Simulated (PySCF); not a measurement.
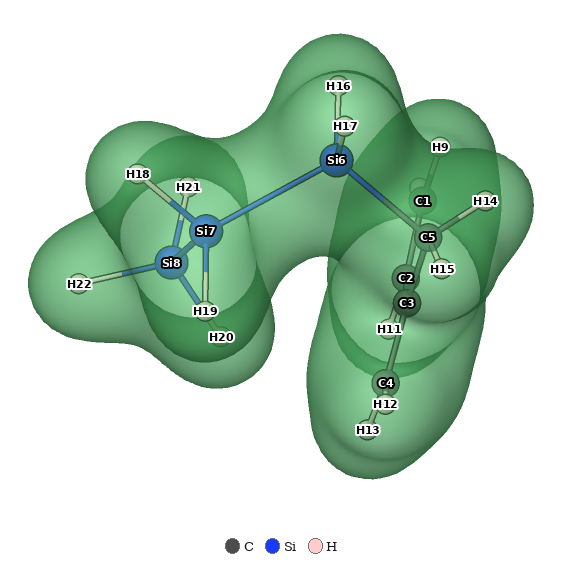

Figure 1: C$_{5}$H$_{14}$Si$_{3}$. Isosurface of the electron density at 0.1 e/Å³ (green), seen from one side.

Geometry: PBE0-D3(BJ)/def2-SVP.

Level of theory: PySCF, PBE0/pcSseg-1, SCF density, gas phase, non-relativistic.

```xyz
22

C    -1.5665   -0.6547   -2.0478
C    -1.2593    0.5285   -1.4979
C    -1.2308    0.8361   -0.0653
C    -0.8557    2.0654    0.3373
C    -1.5562   -0.2471    0.9207
Si   -0.1381   -1.5050    1.1359
Si    1.9277   -0.4226    0.8934
Si    2.4207    0.1859   -1.3183
H    -1.8394   -1.5266   -1.4479
H    -1.5521   -0.7898   -3.1317
H    -0.9948    1.3618   -2.1578
H    -0.8156    2.3342    1.3959
H    -0.5762    2.8346   -0.3873
H    -2.4767   -0.7862    0.6409
H    -1.7315    0.1931    1.9143
H    -0.2199   -2.6215    0.1421
H    -0.2394   -2.1194    2.4987
H     2.9986   -1.3751    1.3377
H     1.9955    0.7818    1.7821
H     1.6598    1.3958   -1.7491
H     2.1089   -0.9454   -2.2452
H     3.8828    0.4916   -1.4272
```

How is the density connected at this value?

At this value the surface is in one piece. It bridges the sampled C–C (1.34 Å), C–Si (1.91 Å), Si–Si (2.34 Å) and C–H (1.09 Å) contacts, where the density stays above the isovalue. On the grid the lowest density along these lines, outside the cores, is 2.3 e/Å³ (C–C, 1.34 Å), 0.76 e/Å³ (C–Si, 1.91 Å), 0.63 e/Å³ (Si–Si, 2.34 Å) and 1.9 e/Å³ (C–H, 1.09 Å).
